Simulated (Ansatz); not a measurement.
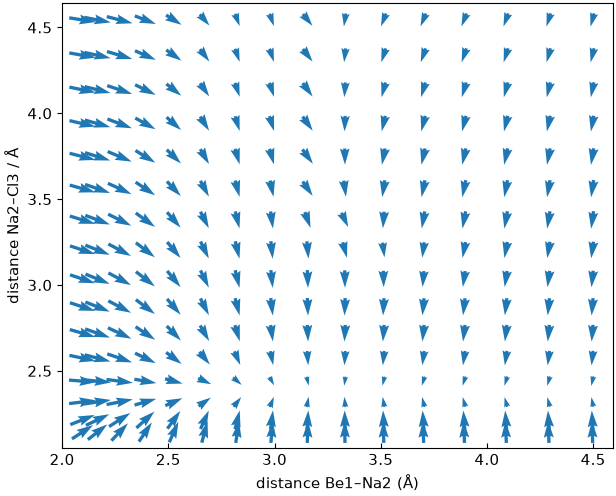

The system Be + NaCl. Coordinates scanned: (1) distance Be1–Na2; (2) distance Na2–Cl3. Nothing is relaxed (the angle Be1–Na2–Cl3 is fixed at 180 degrees). The grid has 16 × 16 points. Points are written as (first, second). The reference is spin-restricted, so regions where a bond is pulled apart into radicals lie too high. These are results of Ansatz 0.2.0, RKS B3LYP-D4/def2-TZVPD, not measurements.

In the figure: arrows along the force (downhill), their lengths compressed.

Question: The arrows alone are given. Where is the energy lowest?

Answer: The arrows converge at about (3.251 Å, 2.380 Å) (read from the interpolated surface).

The energy map of the same scan:

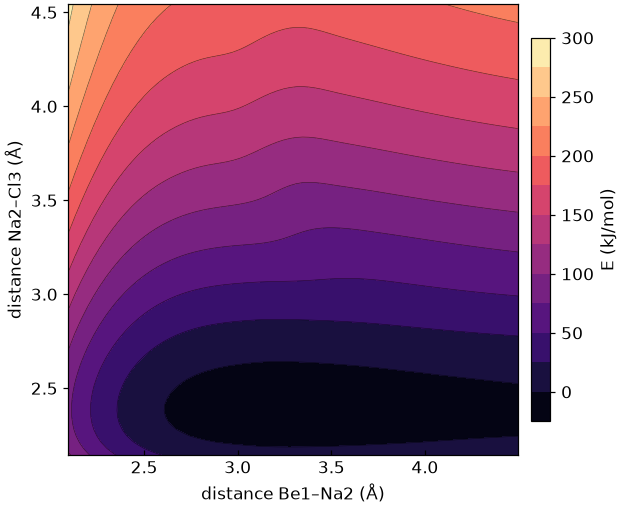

Energies are in kJ/mol, from Be far from the relaxed NaCl (each part in its own basis); between grid points the surface is interpolated.
